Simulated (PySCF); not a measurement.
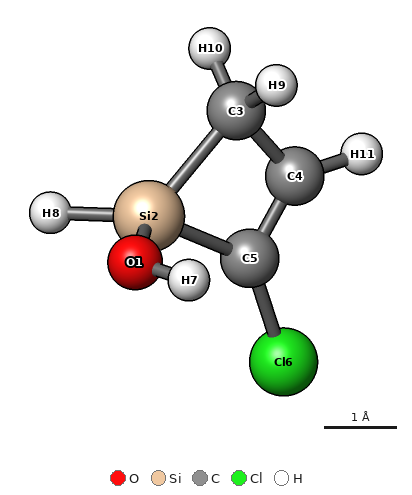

The structure as given in the input (ball-and-stick view, seen at a tilt; atoms are numbered from 1 in the order of the input).

**C$_{3}$H$_{5}$ClOSi: geometry relaxation**

The run: geometry relaxation of C$_{3}$H$_{5}$ClOSi. Method and program: PBE0-D3(BJ)/def2-SVP geometry optimisation, gas phase (PySCF 2.14.0).

Log
```
step   0  E = -941.38237913  max force = 0.042371
step   1  E = -941.38708538  max force = 0.011142
step   2  E = -941.38881984  max force = 0.003720
step   3  E = -941.38906280  max force = 0.001551
step   4  E = -941.38909558  max force = 0.000924
step   5  E = -941.38911108  max force = 0.000510
step   6  E = -941.38911671  max force = 0.000312
optimisation converged
```

Trajectory as extended XYZ (Å, eV, eV/Å), 7 frames, from step=0 to step=6
```
11
Properties=species:S:1:pos:R:3:forces:R:3 step=0 energy=-25616.31931
O     2.3510    0.0167   -0.0306    0.4465   0.0219   0.0500
Si    0.8476   -0.1408   -0.6760   -1.1658   0.2746   0.9446
C    -0.5519   -1.0486    0.3086    1.3021  -0.3000   1.0476
C    -1.2667    0.2528    0.3770   -2.0200  -1.0836   0.9991
C    -0.5187    1.1166   -0.2661    1.5106   2.1788  -1.3188
Cl   -0.8517    2.8004   -0.5310    0.0518  -0.2271   0.0464
H     2.4843    0.3396    0.8608   -0.0847   0.0546   0.1784
H     1.1712   -0.4956   -2.0462   -0.1080  -0.1780  -0.6643
H    -0.2722   -1.4242    1.3227    0.0191   0.0137  -0.4057
H    -1.0845   -1.8335   -0.1880   -0.6110  -0.8581  -0.5541
H    -2.2703    0.3908    0.8532    0.6594   0.1032  -0.3234
11
Properties=species:S:1:pos:R:3:forces:R:3 step=1 energy=-25616.44737
O     2.3329    0.0881    0.5973    0.0092   0.0779   0.1957
Si    0.9805   -0.1384   -0.3276   -0.4545   0.0656  -0.5713
C    -0.5648   -1.0456    0.3186   -0.2724  -0.1268   0.0857
C    -1.3038    0.2388    0.0143   -0.1609   0.1301  -0.5041
C    -0.4100    1.1193   -0.4889    0.3013  -0.1878   0.5729
Cl   -0.7080    2.6971   -1.0658   -0.0297   0.1710  -0.0612
H     2.2243    0.4531    1.4848   -0.0041  -0.0776  -0.2017
H     1.4435   -0.5890   -1.6675    0.2395  -0.0833   0.1158
H    -0.5931   -1.3437    1.3756    0.0568   0.0097   0.1661
H    -0.9670   -1.8967   -0.2683    0.2600   0.0788   0.0592
H    -2.3946    0.3839    0.0361    0.0547  -0.0575   0.1428
11
Properties=species:S:1:pos:R:3:forces:R:3 step=2 energy=-25616.49457
O     2.3173    0.0840    0.5712    0.1011   0.0151   0.0579
Si    0.9634   -0.1424   -0.3514   -0.1763   0.0178  -0.1842
C    -0.5717   -1.0415    0.3276   -0.1503  -0.0858  -0.0564
C    -1.3174    0.2317   -0.0223    0.0160   0.0770  -0.0961
C    -0.4066    1.1287   -0.4636    0.0571  -0.0920   0.1913
Cl   -0.6893    2.7292   -1.0021   -0.0125   0.0396  -0.0243
H     2.2050    0.4530    1.4523   -0.0122   0.0014  -0.0133
H     1.4694   -0.6195   -1.6661    0.0583  -0.0233   0.0550
H    -0.5909   -1.3112    1.3975    0.0338   0.0965  -0.0162
H    -0.9325   -1.9166   -0.2408    0.0722  -0.0281   0.0265
H    -2.4069    0.3715    0.0063    0.0128  -0.0183   0.0599
11
Properties=species:S:1:pos:R:3:forces:R:3 step=3 energy=-25616.50118
O     2.3126    0.0824    0.5614    0.0459  -0.0076   0.0069
Si    0.9569   -0.1459   -0.3639   -0.0163  -0.0125  -0.0053
C    -0.5778   -1.0420    0.3204   -0.0537  -0.0640  -0.0798
C    -1.3231    0.2311   -0.0319    0.0532   0.0003   0.0169
C    -0.4048    1.1294   -0.4528   -0.0395   0.0220   0.0001
Cl   -0.6814    2.7388   -0.9756    0.0023   0.0100   0.0037
H     2.1953    0.4560    1.4393   -0.0105   0.0146   0.0141
H     1.4827   -0.6360   -1.6641    0.0043   0.0014  -0.0003
H    -0.5867   -1.2891    1.3945    0.0228   0.0423   0.0166
H    -0.9230   -1.9313   -0.2338   -0.0075  -0.0108   0.0189
H    -2.4109    0.3734    0.0151   -0.0010   0.0043   0.0082
11
Properties=species:S:1:pos:R:3:forces:R:3 step=4 energy=-25616.50208
O     2.3108    0.0802    0.5585    0.0091  -0.0103   0.0046
Si    0.9550   -0.1489   -0.3692    0.0205  -0.0016   0.0131
C    -0.5805   -1.0453    0.3156    0.0125  -0.0101  -0.0475
C    -1.3210    0.2313   -0.0323   -0.0211   0.0031   0.0257
C    -0.4043    1.1309   -0.4526   -0.0003  -0.0044  -0.0224
Cl   -0.6789    2.7443   -0.9662    0.0033  -0.0206   0.0186
H     2.1895    0.4577    1.4345   -0.0049   0.0091   0.0027
H     1.4862   -0.6400   -1.6666   -0.0054   0.0050  -0.0091
H    -0.5815   -1.2822    1.3923    0.0143   0.0185   0.0057
H    -0.9278   -1.9383   -0.2308   -0.0189   0.0063   0.0131
H    -2.4078    0.3772    0.0254   -0.0092   0.0050  -0.0047
11
Properties=species:S:1:pos:R:3:forces:R:3 step=5 energy=-25616.50250
O     2.3105    0.0763    0.5554   -0.0212  -0.0100   0.0027
Si    0.9553   -0.1525   -0.3751    0.0201  -0.0011   0.0105
C    -0.5819   -1.0465    0.3108    0.0152  -0.0005   0.0029
C    -1.3222    0.2321   -0.0305    0.0026  -0.0121   0.0165
C    -0.4033    1.1283   -0.4527   -0.0099   0.0159  -0.0262
Cl   -0.6745    2.7454   -0.9546    0.0043   0.0052   0.0083
H     2.1850    0.4585    1.4292    0.0016   0.0026  -0.0077
H     1.4885   -0.6416   -1.6726   -0.0082   0.0059  -0.0052
H    -0.5730   -1.2747    1.3896    0.0048  -0.0094  -0.0009
H    -0.9363   -1.9413   -0.2275   -0.0150   0.0026   0.0088
H    -2.4081    0.3828    0.0365    0.0057   0.0007  -0.0097
11
Properties=species:S:1:pos:R:3:forces:R:3 step=6 energy=-25616.50265
O     2.3097    0.0721    0.5527   -0.0160  -0.0076   0.0036
Si    0.9547   -0.1544   -0.3784    0.0084   0.0043  -0.0031
C    -0.5820   -1.0472    0.3101    0.0125   0.0106   0.0069
C    -1.3208    0.2330   -0.0281   -0.0059  -0.0004   0.0058
C    -0.4026    1.1285   -0.4534    0.0048  -0.0014  -0.0037
Cl   -0.6715    2.7480   -0.9483    0.0011   0.0016   0.0031
H     2.1835    0.4573    1.4251    0.0040   0.0007  -0.0079
H     1.4856   -0.6408   -1.6778   -0.0039   0.0019  -0.0023
H    -0.5676   -1.2739    1.3893    0.0001  -0.0089  -0.0011
H    -0.9430   -1.9415   -0.2243   -0.0054   0.0001   0.0028
H    -2.4061    0.3857    0.0416    0.0004  -0.0009  -0.0040
```

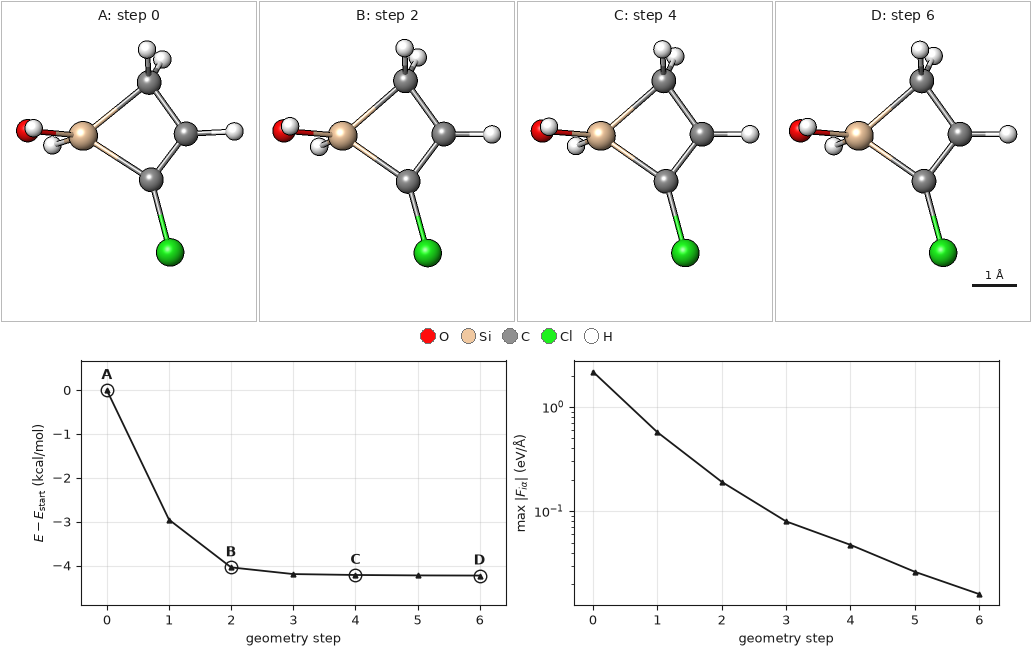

Frames of the relaxation (ball-and-stick view, seen at a tilt) above the curves, on which the letters mark them (steps are counted from 0).

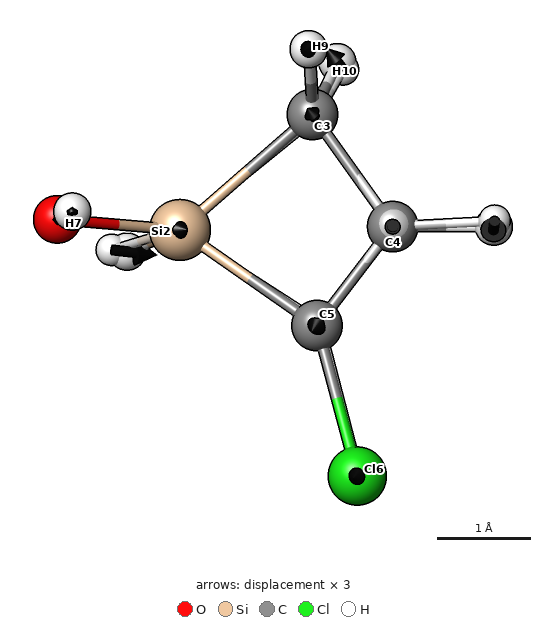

Start (faint) and end (solid) with the displacements as black arrows, magnified 3 times (ball-and-stick view, seen at a tilt). The two geometries are laid on each other by the best rigid fit. The largest moves after the best rigid fit, 0.17 Å, are those of H8 and H11. By element the largest moves are H 0.17 Å, C 0.08 Å, Cl 0.06 Å, Si 0.06 Å, O 0.03 Å. Distances before and after: C4–C5 1.311 → 1.351 Å, Si2–H8 1.452 → 1.486 Å, Si2–C5 1.902 → 1.869 Å, C3–H10 1.071 → 1.103 Å. Among the angles that change: C3–Si2–H8 121.7° → 116.8°, Si2–O1–H7 121.7° → 117.1°, C3–Si2–C5 71.4° → 75.6°. After 6 geometry steps the energy has fallen by 4.23 kcal/mol. Largest force component: 2.2 eV/Å at the start, 0.016 eV/Å at the end. (Atoms are counted from 1 in the order of the input.)

This output came from the following input.

The input
```
{"job": {"xc": "PBE0", "basis": "def2-SVP", "d3": "d3bj", "grid": 1, "shake": 0.01, "kind": "geom"}, "charge": 0, "multiplicity": 1}
O      2.350980     0.016650    -0.030560
Si     0.847620    -0.140830    -0.675960
C     -0.551910    -1.048560     0.308610
C     -1.266730     0.252790     0.377000
C     -0.518710     1.116650    -0.266130
Cl    -0.851690     2.800380    -0.531030
H      2.484270     0.339600     0.860790
H      1.171250    -0.495650    -2.046190
H     -0.272180    -1.424180     1.322660
H     -1.084460    -1.833520    -0.188010
H     -2.270330     0.390840     0.853170
```

The first line tells a small driver script what to run in PySCF; the rest is the geometry in Å.

Command:
```bash
OMP_NUM_THREADS=1 python <driver script> task.json out
```

Key numbers

| quantity | value |
| --- | --- |
| outcome | converged |
| total energy | −941.389117 hartree |
| dipole moment | 2.04 D |
| point group | C1 |
| hardware | 1 CPU thread, shared host |
| wall time | 37 s |
| peak memory | 0.51 GiB |
